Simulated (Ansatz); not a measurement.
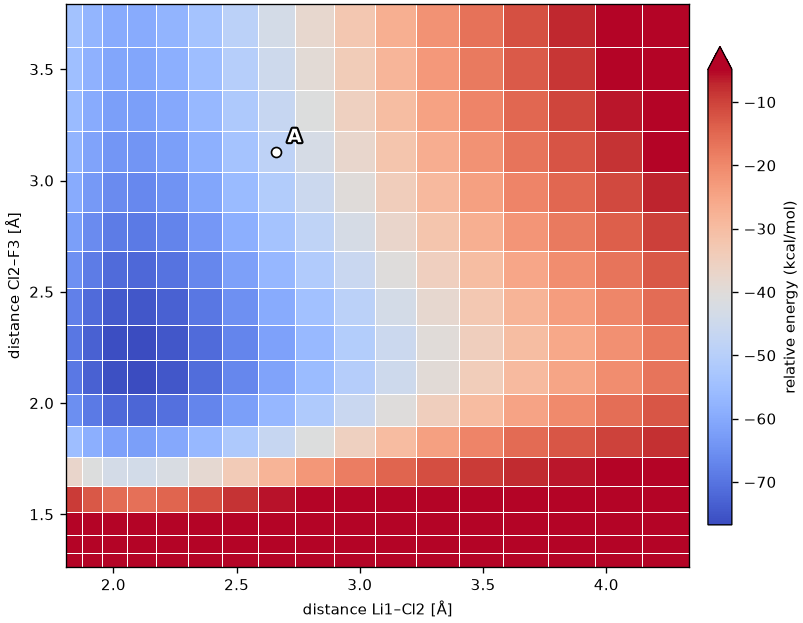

The system Li + ClF, spin multiplicity 2. 
- The first coordinate is: distance Li1–Cl2; the second: distance Cl2–F3.
- Nothing is relaxed (the angle Li1–Cl2–F3 is fixed at 90 degrees).
- Grid: 17 × 17 points.
- All energies are given in kcal/mol relative to Li far from the relaxed ClF (each part in its own basis).
- Energies and slopes of some neighbouring points disagree (a jump in structure or state, or too coarse a mesh).
- Theory: Ansatz, UKS PBE0-D4/def2-SVPD.

The picture shows one coloured cell a grid point, one colour for all values above the top of the scale, the point A.

Q: Is A at rest? If not, where is it pushed?

A: A, at distance Li1–Cl2 = 2.659 Å, distance Cl2–F3 = 3.128 Å, is not a stationary point. The computed force is 36 kcal/mol for each Å towards smaller values of distance Li1–Cl2 and 12 kcal/mol for each Å towards smaller values of distance Cl2–F3.
